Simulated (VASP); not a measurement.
Band structure of MoS2. All values below come from r2SCAN meta-GGA, VASP's PBE PAW potentials (set 64) (plane waves; VASP).

The cell holds a wide vacuum, so values per volume refer to the whole cell.

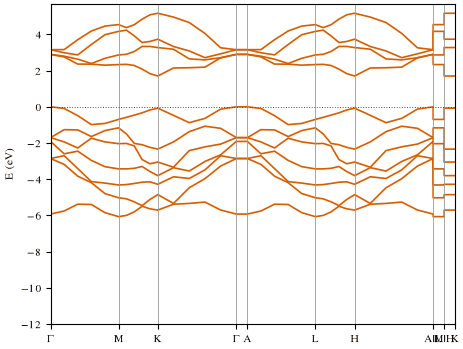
Figure. Bands along high-symmetry lines, zero at the valence-band maximum or, without a gap, the Fermi level

### Question
Read the plot: is there a gap, and where are the band edges?

### Answer
The gap is indirect, 1.70 eV, from the valence maximum at Γ to the conduction minimum at K.

The cell is a sheet with vacuum, built from a database entry that may be metastable or hypothetical.
